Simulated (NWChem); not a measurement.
# One shape, several levels: C4H2 (1,3-butadiyne)

We compute a comparison of 6 runs (HF/STO-3G, HF/3-21G, B3LYP/aug-cc-pVDZ, M06-2X/aug-cc-pVDZ, PBE/aug-cc-pVDZ, CCSD(T)/aug-cc-pVDZ) of C4H2 (1,3-butadiyne). 

The results are computed with NWChem 7.3.0.

**1. The molecule**

C4H2: 6 atoms, total charge 0, spin state singlet. As SMILES, `C#CC#C`. One bond was lengthened or shortened from a relaxed shape.

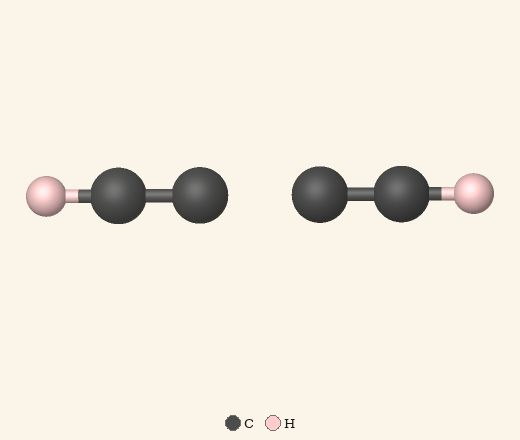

The structure, seen from a chosen angle (carbon dark grey, hydrogen pink).

**2. A single-point energy at HF/STO-3G (run 1)**

mymol.nw reads:

```
start mymol
title "C4H2 hf"
memory 2200 mb

geometry noautosym nocenter noautoz
 C      1.726976    -1.341271     0.699359
 C      0.820806    -0.637611     0.332379
 C     -0.513080     0.398350    -0.207780
 C     -1.419150     1.102170    -0.574710
 H      2.527726    -1.963011     1.023619
 H     -2.219770     1.724120    -0.898890
end

basis spherical bse
 * library STO-3G
end

scf
 thresh 1e-08
 maxiter 80
 noprint "final vectors analysis"
end

task scf energy
```

Launch:

```sh
$ nwchem mymol.nw > mymol.out
```

Output:

```text
[...]
  functions       =    22
[...]
  wavefunction    = RHF
[...]
         Total SCF energy =   -150.515626582688
      One-electron energy =   -344.878909329756
      Two-electron energy =    123.009288992461
 Nuclear repulsion energy =     71.353993754607
        Time for solution =      0.3s
[...]
```

Wall time 0.76 s (1 thread of Intel Xeon 6975P-C (Granite Rapids), shared host); peak memory 0.1 GiB.

**3. The energy at HF/3-21G (run 2)**

run.py reads:

```python
from ase import Atoms
from ase.calculators.nwchem import NWChem

mol = Atoms(['C', 'C', 'C', 'C', 'H', 'H'], positions=[
    [1.726976, -1.341271, 0.699359],
    [0.820806, -0.637611, 0.332379],
    [-0.513080, 0.398350, -0.207780],
    [-1.419150, 1.102170, -0.574710],
    [2.527726, -1.963011, 1.023619],
    [-2.219770, 1.724120, -0.898890],
])

calc = NWChem(
    label='input',
    theory='scf',
    memory='2200 mb',
    basis='3-21G',
    basispar='spherical bse',
    scf={'nopen': '0', 'rhf': None, 'thresh': '1e-08', 'maxiter': '80', 'print': 'low'},
    task='energy',
)
mol.calc = calc

print("Total energy (eV):", round(mol.get_potential_energy(), 6))
```

Launch:

```sh
$ export ASE_NWCHEM_COMMAND="nwchem PREFIX.nwi > PREFIX.nwo"
$ python run.py
```

Output:

```text
Total energy (eV): -4124.632488
```

The calculator wrote input.nwi:

```
title "input"

permanent_dir input

scratch_dir input

start input

geometry units angstrom nocenter noautosym noautoz
  C  1.7269760000000001e+00 -1.3412710000000001e+00 6.9935899999999995e-01
  C  8.2080600000000004e-01 -6.3761100000000004e-01 3.3237899999999998e-01
  C  -5.1307999999999998e-01 3.9834999999999998e-01 -2.0777999999999999e-01
  C  -1.4191499999999999e+00 1.1021700000000001e+00 -5.7471000000000005e-01
  H  2.5277259999999999e+00 -1.9630110000000001e+00 1.0236190000000001e+00
  H  -2.2197700000000000e+00 1.7241200000000001e+00 -8.9888999999999997e-01
end

memory 2200 mb

basis spherical bse noprint
   * library 3-21G
end

scf
  nopen 0
  rhf
  thresh 1e-08
  maxiter 80
  print low
end

task scf energy
```

input.nwo:

```text
Northwest Computational Chemistry Package (NWChem) 7.3.0
             --------------------------------------------------------

           Job information
           ---------------

    nwchem branch   = 7.3.0
    use scalapack   = T
    input           = input.nwi
    prefix          = input.
    data base       = input/input.db
    status          = startup
    nproc           =        1

           Memory information
           ------------------

    heap     =     72089596 doubles =      550.0 Mbytes
    stack    =     72089601 doubles =      550.0 Mbytes
    global   =    144179200 doubles =     1100.0 Mbytes (distinct from heap & stack)
    total    =    288358397 doubles =     2200.0 Mbytes
    verify   = yes
    hardfail = no

           Directory information
           ---------------------

  0 permanent = input
  0 scratch   = input

                                NWChem Input Module
                                -------------------

                                       input
                                       -----

[... 25 lines left out ...]
            Nuclear Dipole moment (a.u.)
[... 33 lines left out ...]
 ------------------------------------------------------------------------------
    2 C                |   1 C                |   5 H                |   180.00
    3 C                |   4 C                |   6 H                |   180.00
 ------------------------------------------------------------------------------
                            number of included internuclear angles:          2
 ==============================================================================

                                 NWChem SCF Module
                                 -----------------

                                       input

  ao basis        = "ao basis"
  functions       =    40
  atoms           =     6
  closed shells   =    13
  open shells     =     0
  charge          =   0.00
  wavefunction    = RHF
  input vectors   = atomic
  output vectors  = input/input.movecs
  use symmetry    = F
  symmetry adapt  = F

 Forming initial guess at       0.0s

 Starting SCF solution at       0.0s

       Final RHF  results
       ------------------

         Total SCF energy =   -151.577449392694
      One-electron energy =   -344.033173912377
      Two-electron energy =    121.101730765077
 Nuclear repulsion energy =     71.353993754607

        Time for solution =      0.3s

 Task  times  cpu:        0.3s     wall:        0.3s
 Total times  cpu:        0.4s     wall:        0.4s
```

Run time: 1.2 s. Hardware: 1 thread of Intel Xeon 6975P-C (Granite Rapids), shared host; peak memory 0.1 GiB.

Runs 3 to 4 aren't shown in full; the table further down has their settings and results.

**4. The energy at PBE/aug-cc-pVDZ (run 5)**

c4h2.xyz reads:

```xyz
6
C4H2 PBE
C      1.726976    -1.341271     0.699359
C      0.820806    -0.637611     0.332379
C     -0.513080     0.398350    -0.207780
C     -1.419150     1.102170    -0.574710
H      2.527726    -1.963011     1.023619
H     -2.219770     1.724120    -0.898890
```

run.py reads:

```python
from ase.io import read
from ase.calculators.nwchem import NWChem

atoms = read('c4h2.xyz')

calc = NWChem(
    label='c4h2',
    theory='dft',
    memory='2200 mb',
    basis='aug-cc-pVDZ',
    basispar='spherical bse',
    dft={'xc': 'xpbe96 cpbe96', 'mult': '1', 'grid': 'fine', 'convergence': 'energy 1e-08', 'iterations': '100', 'mulliken': None},
    task='energy',
)
atoms.calc = calc

print("Total energy (eV):", round(atoms.get_potential_energy(), 6))
print("dipole (e A):", atoms.get_dipole_moment().round(4))
```

Launch:

```sh
$ export ASE_NWCHEM_COMMAND="nwchem PREFIX.nwi > PREFIX.nwo"
$ python run.py
```

Output:

```text
Total energy (eV): -4169.452385
dipole (e A): [0.     0.0001 0.    ]
```

The calculator wrote c4h2.nwi:

```
title "c4h2"

permanent_dir c4h2

scratch_dir c4h2

start c4h2

geometry units angstrom nocenter noautosym noautoz
  C  1.7269760000000001e+00 -1.3412710000000001e+00 6.9935899999999995e-01
  C  8.2080600000000004e-01 -6.3761100000000004e-01 3.3237899999999998e-01
  C  -5.1307999999999998e-01 3.9834999999999998e-01 -2.0777999999999999e-01
  C  -1.4191499999999999e+00 1.1021700000000001e+00 -5.7471000000000005e-01
  H  2.5277259999999999e+00 -1.9630110000000001e+00 1.0236190000000001e+00
  H  -2.2197700000000000e+00 1.7241200000000001e+00 -8.9888999999999997e-01
end

memory 2200 mb

basis spherical bse noprint
   * library aug-cc-pVDZ
end

dft
  xc xpbe96 cpbe96
  mult 1
  grid fine
  convergence energy 1e-08
  iterations 100
  mulliken
end

task dft energy
```

c4h2.nwo (excerpt; [...] marks lines left out):

```text
[...]
      One electron energy =     -345.862439946875
[... 1 line left out ...]
    Exchange-Corr. energy =      -21.948765342125
[... 6 lines left out ...]
                       DFT Final Molecular Orbital Analysis
[... 795 lines left out ...]
    Atom       Charge   Shell Charges
[...]
```

Wall time 16 s (1 thread of Intel Xeon 6975P-C (Granite Rapids), shared host); peak memory 0.12 GiB.

**5. The energy at CCSD(T)/aug-cc-pVDZ (run 6)**

test.nw reads:

```
START test
TITLE "C4H2 energy"
memory 2200 mb

GEOMETRY noautosym nocenter noautoz
  C        1.726976      -1.341271       0.699359
  C        0.820806      -0.637611       0.332379
  C       -0.513080       0.398350      -0.207780
  C       -1.419150       1.102170      -0.574710
  H        2.527726      -1.963011       1.023619
  H       -2.219770       1.724120      -0.898890
END

BASIS spherical bse
  * library aug-cc-pVDZ
END

SCF
  thresh 1e-08
  maxiter 80
  print medium
END

CCSD
  freeze core 4
  maxiter 60
END

TASK ccsd(t) energy
```

Launch:

```sh
$ nwchem test.nw > test.out
```

Output:

```text
[...]
  functions       =   110
[...]
  wavefunction    = RHF
[...]
         Total SCF energy =   -152.440201363144
      One-electron energy =   -345.254513416713
      Two-electron energy =    121.460318298963
 Nuclear repulsion energy =     71.353993754607
        Time for solution =     14.8s
[...]
 Total MP2 energy:           -152.955314147227739
[...]
             energy      energy      error      ampl     ampl      Block
                                                time     time      time
[...]
 Total CCSD energy:           -152.977678411890849
[...]
 Total CCSD+T(CCSD) energy:           -153.006287446369043
[...]
 Total CCSD(T) energy:                -153.005300182603008
[...]
```

Wall time 2.8 min (1 thread of Intel Xeon 6975P-C (Granite Rapids), shared host); peak memory 0.33 GiB.

**6. Overview of the runs**

| run | level | iteration cap | module | energy (Eh) | dipole moment (D) of the reference | wall time |
| --- | --- | --- | --- | --- | --- | --- |
| 1 | HF/STO-3G | 80 | scf | -150.515627 | 0.00 | 0.76 s |
| 2 | HF/3-21G | 80 | scf | -151.577449 | – | 1.2 s |
| 3 | B3LYP/aug-cc-pVDZ | 100 | dft | -153.427553 | 0.00 | 13 s |
| 4 | M06-2X/aug-cc-pVDZ | 100 | dft | -153.367192 | 0.00 | 15 s |
| 5 | PBE/aug-cc-pVDZ | 100 | dft | -153.224550 | 0.00 | 16 s |
| 6 | CCSD(T)/aug-cc-pVDZ | 80 | ccsd(t) | -153.005300 | – | 2.8 min |

**7. What came out**

```
                                          quantity          value
                               run 6: total energy  -153.00530 Eh
        run 6: HOMO energy (Hartree–Fock orbitals)      -10.98 eV
        run 6: LUMO energy (Hartree–Fock orbitals)        0.93 eV
      run 6: HOMO–LUMO gap (Hartree–Fock orbitals)       11.90 eV
run 6: correlation energy (4 core orbitals frozen)     -565.1 mEh
                             run 6: (T) correction     -27.62 mEh
```

**Reading.** Over runs 3, 4, 5 the HOMO–LUMO gap runs from 5.69 eV (PBE/aug-cc-pVDZ) to 9.58 eV (M06-2X/aug-cc-pVDZ). Totals of different functionals can't be ranked against each other. In run 1 the basis is minimal, so the values are rough. All runs together took 3.6 min, the longest 2.8 min.
